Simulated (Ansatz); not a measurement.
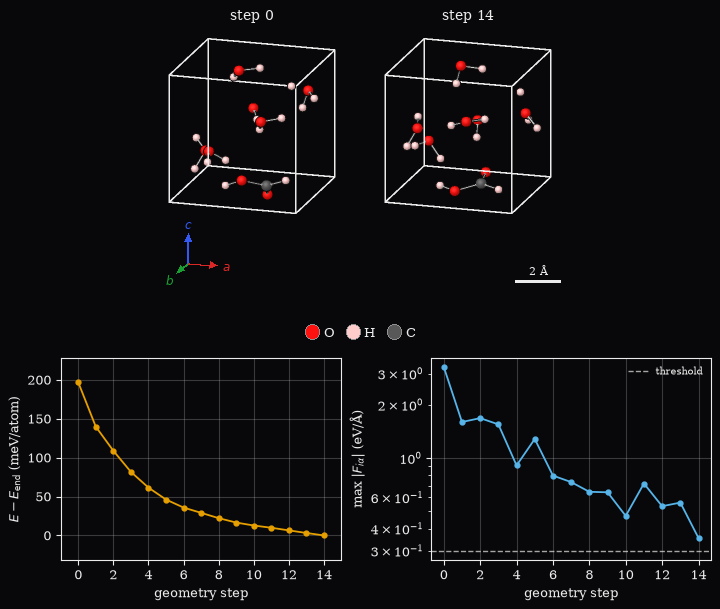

First and last geometry of a relaxation of an amorphous cell of composition H$_{14}$CO$_{8}$, with the history of the run. A ball-and-stick model of the cell of the calculation, seen from a free direction.

The cell holds 6 H2O + 1 HCOOH. The run prepares the start of a later molecular dynamics calculation, from a guessed geometry.

Theory: DFT PBE-D3(BJ), scalar-relativistic, plane waves, PAW in Ansatz. Settings: plane-wave cutoff 420 eV; k-point mesh 1 × 1 × 1; occupations fermi dirac; smearing width 0.02 eV; no spin polarisation; atoms relaxed in a fixed cell; force threshold 0.3 eV/Å; at most 15 steps.

Q: Did the run converge, and what did it change?

A: The relaxation stopped without meeting its thresholds, so the last structure isn't shown to be converged. It used up its limit of 15 steps. After 14 geometry steps the energy has fallen by 197 meV per atom. The largest force component goes from 3.3 to 0.35 eV/Å. The atom that moves furthest is an H atom (1.39 Å along [1 1 −3]). Largest moves by element: H 1.39 Å, O 1.08 Å, C 0.12 Å. The lattice vectors keep their values. Among the contacts that change: H–O 0.969 → 0.997 Å, C–O 1.350 → 1.332 Å, C–H 1.096 → 1.108 Å, C–O 1.212 → 1.218 Å. Bond angles that change, for instance: H–O–H 104.0° → 99.3°.

Limits of the set-up: the program's low-accuracy preset was used; the periodic images lie only 6.0 Å apart, so the values are limited by the cell's size.
